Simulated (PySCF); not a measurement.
# C3H10BNO: the cost of one run

Programs: PySCF 2.14.0, with density-fitted response routines of our own. Each step states its level of theory. These are calculated values for one molecule in the gas phase, unless marked as measured. Atoms count from 0, in the outputs and in this text.

## 1. The molecule as given

16 atoms, charge 0, multiplicity 1; geometry from: GFN2-xTB.

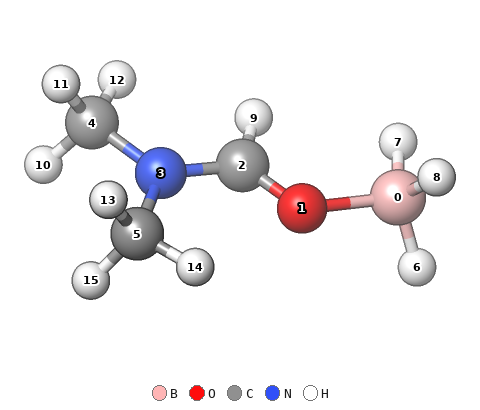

The starting geometry (boron pink, oxygen red, carbon grey, nitrogen blue, hydrogen white), atoms numbered.

## 2. Optimising the geometry at PBE0-D3(BJ)/def2-SVP

The job: settings as JSON, then the geometry in Å.

```
{"job": {"xc": "PBE0", "basis": "def2-SVP", "d3": "d3bj", "grid": 1, "kind": "geom"}, "charge": 0, "multiplicity": 1}
B      2.772150    -0.193010     0.119130
O      1.220950    -0.437740     0.259990
C      0.394830     0.350770    -0.203180
N     -0.921820     0.173370    -0.103130
C     -1.872620     1.103040    -0.654040
C     -1.465850    -0.981760     0.573370
H      3.162470    -1.153520    -0.461820
H      2.923690     0.844690    -0.459800
H      3.158400    -0.151330     1.243680
H      0.706240     1.258190    -0.732360
H     -2.507240     0.604010    -1.389190
H     -2.510900     1.502300     0.139490
H     -1.354240     1.926970    -1.139030
H     -2.083320    -0.667990     1.417530
H     -0.643040    -1.591880     0.938860
H     -2.079660    -1.567770    -0.113700
```

**Question.** How long does this first job take on 8 threads of Intel Xeon Platinum 8259CL at 2.50GHz (Skylake/Cascade Lake), shared host?

About 39 s.
